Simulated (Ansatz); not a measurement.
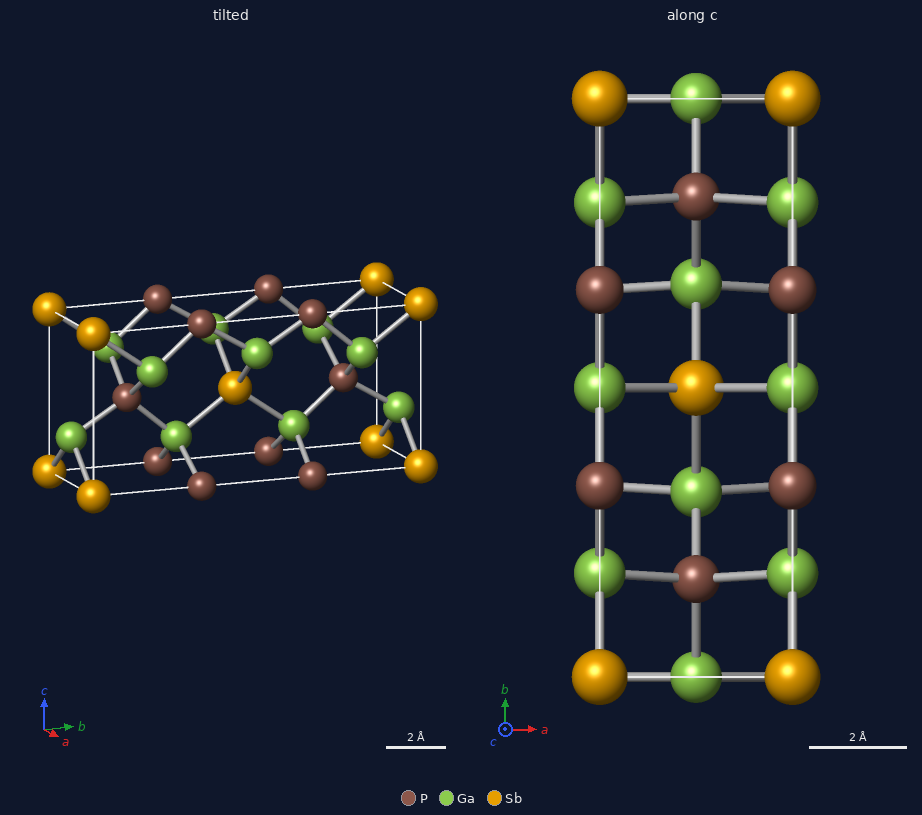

Drawn in the ball-and-stick manner and seen slightly off an axis and along the c axis. Atoms at the boundary of the conventional unit cell (the box) are drawn once for each face, edge or corner they touch.

Ga3SbP2, space group Imm2 (No. 44), a = 4.009 Å, b = 12.026 Å, c = 5.674 Å, α = 90.00°, β = 90.00°, γ = 90.00°. The cell started as a structure type filled with these elements by a generator (whether the compound takes this form wasn't checked). Earlier steps of the study, as a rule a relaxation of our own, may have changed the cell and positions, so they can lie some per cent off the listed ones. Ansatz was used for an electronic-structure calculation on it.

This one geometry was computed with Ansatz (DFT, plane waves, PAW) at five levels of theory: PBE with spin-orbit coupling, PBE0, HSE06, PBE and r2SCAN. It was relaxed beforehand with r2SCAN.

Q: Which level gives the highest pressure at this volume, and what does that say about its equilibrium volume?

A: Highest: PBE with spin-orbit coupling (2.2 GPa) and PBE (2.2 GPa), which points to the largest equilibrium volume. Lowest, with the smallest volume: PBE0 (0.2 GPa), HSE06 (0.4 GPa) and r2SCAN (0.0 GPa). Levels within 0.5 GPa of each other can't be told apart.

Q: How does the band gap change with the level of theory?

A: PBE with spin-orbit coupling: a gap of 0.60 eV, direct; PBE: a gap of 0.65 eV, direct; r2SCAN: a gap of 1.03 eV, indirect; HSE06: a gap of 1.44 eV, indirect; PBE0: a gap of 2.09 eV, indirect.

Q: Collect the results in a table.

A:
| level | cutoff (eV) | k-mesh of the run's cell | gap (eV) | pressure (GPa) |
| --- | --- | --- | --- | --- |
| PBE with spin-orbit coupling | 420 | 8×8×8 | 0.60 | 2.2 |
| PBE0 | 420 | 4×4×4 | 2.09 | 0.2 |
| HSE06 | 420 | 4×4×4 | 1.44 | 0.4 |
| PBE | 420 | 8×8×8 | 0.65 | 2.2 |
| r2SCAN | 500 | 8×8×8 | 1.03 | 0.0 |

Gaps are taken on the k-mesh or band path of each run.
